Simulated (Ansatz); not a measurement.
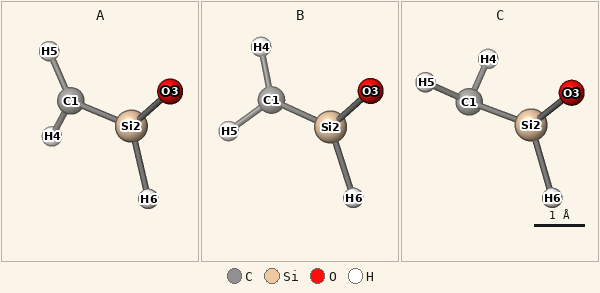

3 geometries from a converged minimum-energy path of CH₃OSi (charge −1), shuffled. The picture is a ball-and-stick view, seen from a free direction.

Method: RKS PBE-D4/def2-SVP (Ansatz). Settings: 5 movable images; climbing image; force threshold 0.03 eV/Å; iteration limit 60; starting path through a guess of the saddle point.

### Which frame is the transition state?

C. In order along the path, whose images run from 0 to 6: B (image 1, +19.0 kJ/mol), C (image 3, +92.7 kJ/mol), A (image 6, 0.0 kJ/mol). The motion is a rotation about the C1–Si2 bond by about 180°. No bond forms or breaks between the ends. Among the angles between lasting bonds that change up to the highest image: Si2–C1–H4 125.1° → 108.2°, Si2–C1–H5 119.2° → 108.3°.

Limits of the set-up: the basis has no diffuse functions, which an anion needs.
